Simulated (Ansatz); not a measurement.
**AlH (SMILES [AlH]): levels of theory compared**

Aim: a comparison of 6 runs (HF/3-21G, PBE0/3-21G, wB97M-V/3-21G, UMP2/cc-pVTZ, UCCSD(T)/3-21G, CCSD(T)/cc-pVTZ) of AlH. 

The results are computed with Ansatz 0.2.0.

45 further runs of the same task are left out: 45 set aside as unsound or not needed.

## (1) The system as given

AlH has 2 atoms, charge 0, and is taken as a singlet. As SMILES, `[AlH]`. The H2–Al1 distance was set to 3.330 Å, away from the relaxed value.

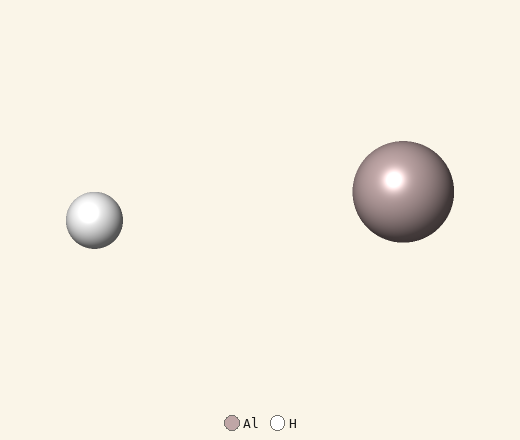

Viewed from a chosen angle; aluminium light grey, hydrogen white.

## (2) The energy at HF/3-21G (run 1)

File input.yaml:

```yaml
crystal:
  periodic: [false, false, false]
  atoms:
    - symbol: Al
      position_ang: [-0.000000, 0.000000, -1.690390]
    - symbol: H
      position_ang: [0.000000, -0.000000, 1.639110]
basis:
  gaussian: {orbitals: 3-21G.json}
hamiltonian: {xc: hf}
accuracy: high
```

The basis set 3-21G is read from a file made from the Basis Set Exchange's data (not shown).

Run with:

```console
ansatz run input.yaml --threads 1 --pin off --max-ram 3480MiB --events-out events.jsonl --progress --plain --runs-dir runs
```

The program printed:

```text
Warning: RAYON_NUM_THREADS=1 ignored (pool sized by the plan → 1); use --threads N
Functional definition: HF
  name "HF"
  exchange = exact_x
  correlation = 0
275 factors; integrals over basis functions are off by at most 4.5e-9 eV
mean field evaluation 1: about -6556.2794 eV, gradient 1.1e1 eV
mean field evaluation 2: about -6556.2797 eV, gradient 1.1e1 eV
mean field evaluation 4: about -6558.0259 eV, gradient 6.1e-1 eV
mean field evaluation 8: about -6558.0287 eV, gradient 2.6e-4 eV
mean field evaluation 16: about -6542.0824 eV, gradient 1.4e1 eV
mean field -6558.02866559 eV, -241.0031082690 hartree, gradient 1.1e-8 eV, S^2 0.000000; 0 other end points of the search recorded, 0 dependent functions left out
reference -6558.02866559 eV, -241.0031082690 hartree; 7, 7 occupied and 8, 8 virtual orbitals, 275 factors
Total energy: -6558.02866559 eV, -241.0031082690 hartree
```

Wall time 0.08 s (1 thread of Arm Neoverse V2, shared host).

## (3) A single-point energy at PBE0/3-21G (run 2)

File run.yaml:

```yaml
crystal:
  periodic: [false, false, false]
  atoms:
    - {symbol: Al, position_ang: [-0.000000, 0.000000, -1.690390]}
    - {symbol: H, position_ang: [0.000000, -0.000000, 1.639110]}
basis:
  gaussian:
    orbitals: 3-21G.json
hamiltonian:
  xc: {name: PBE0}
accuracy: high
```

The basis set 3-21G is read from a file made from the Basis Set Exchange's data (not shown).

Run with:

```console
ansatz run run.yaml --threads 1 --pin off --max-ram 3480MiB --events-out events.jsonl --progress --plain --runs-dir runs
```

The program printed:

```text
Warning: RAYON_NUM_THREADS=1 ignored (pool sized by the plan → 1); use --threads N
Functional definition: PBE0
  name "PBE0"
  parameter a = 0.25
  parameter kappa = 0.804
  parameter beta = 0.06672455060314922
  exchange = (1 - a)*pbe_x(kappa = kappa, mu = beta*pi^2/3) + a*exact_x
  correlation = pbe_c(beta = beta)
275 factors; integrals over basis functions are off by at most 4.5e-9 eV
mean field evaluation 1: about -6566.1925 eV, gradient 1.5e1 eV
mean field evaluation 2: about -6555.9107 eV, gradient 1.6e1 eV
mean field evaluation 4: about -6567.6827 eV, gradient 1.1e1 eV
mean field evaluation 8: about -6569.0583 eV, gradient 5.3e-1 eV
mean field evaluation 16: about -6569.0609 eV, gradient 3.2e-5 eV
mean field -6569.06090159 eV, -241.4085354640 hartree, gradient 2.0e-8 eV, S^2 0.000000; 0 other end points of the search recorded, 0 dependent functions left out
reference -6569.06090331 eV, -241.4085355274 hartree; 7, 7 occupied and 8, 8 virtual orbitals, 275 factors
Total energy: -6569.06090331 eV, -241.4085355274 hartree
```

Run time: 0.38 s. Hardware: 1 thread of Arm Neoverse V2, shared host.

Runs 3 to 5 aren't shown in full; the table further down has their settings and results.

## (4) The energy at CCSD(T)/cc-pVTZ (run 6)

File job.yaml:

```yaml
crystal:
  periodic: [false, false, false]
  atoms:
    - symbol: Al
      position_ang: [-0.000000, 0.000000, -1.690390]
    - symbol: H
      position_ang: [0.000000, -0.000000, 1.639110]
basis:
  gaussian: {orbitals: cc-pVTZ}
correlation: {method: ccsd_t, frozen_orbitals: {Al: 5, H: 0}}
accuracy: high
magnetization: {spin_polarized: false, initial_magnetization: 0}
scf: {omitted_lower_state_checks: [cluster_reference, increment]}
```

Run with:

```console
ansatz run job.yaml --threads 1 --pin off --max-ram 3480MiB --events-out events.jsonl --progress --plain --runs-dir runs
```

The program printed:

```text
Warning: RAYON_NUM_THREADS=1 ignored (pool sized by the plan → 1); use --threads N
[... 13 lines left out ...]
5 core orbitals not correlated: weight in the atoms' cores, before any rotation towards them, 1.000 or more for the frozen orbitals, at most 0.000 for the correlated occupied ones
[... 28 lines left out ...]
Total energy: -6597.42695603 eV, -242.4509687373 hartree
Checks for a lower state left out: cluster_reference, increment
```

Wall time 0.52 s (1 thread of Arm Neoverse V2, shared host); peak memory 0.1 GiB.

## (5) The series

```tsv
run	level	frozen core orbitals	energy (Eh)	wall time
1	HF/3-21G	–	-241.003108	0.08 s
2	PBE0/3-21G	–	-241.408536	0.38 s
3	wB97M-V/3-21G	–	-241.503791	4.8 s
4	UMP2/cc-pVTZ	5	-242.422114	0.89 s
5	UCCSD(T)/3-21G	5	-241.093024	0.3 s
6	CCSD(T)/cc-pVTZ	5	-242.450969	0.52 s
```

## (6) Results

```
                                          quantity          value
                               run 6: total energy  -242.45097 Eh
run 6: correlation energy (5 core orbitals frozen)     -103.6 mEh
                             run 6: (T) correction      -5.35 mEh
                              run 6: T1 diagnostic          0.097
```

What this shows: Totals of different functionals can't be ranked against each other. In run 6 the T1 diagnostic is large, so a single reference may not serve. In run 6 the log says that unrestricted orbitals would lower the reference, so the values rest on an unstable closed-shell determinant (other closed-shell runs at this shape may share the fault). Spin contamination of the reference: run 4 ⟨S²⟩ = 0.89, run 5 ⟨S²⟩ = 0.89. Where it is this large, the reference is a mixture of spin states, and values that rest on it are in doubt. All runs together took 7 s, the longest 4.8 s.
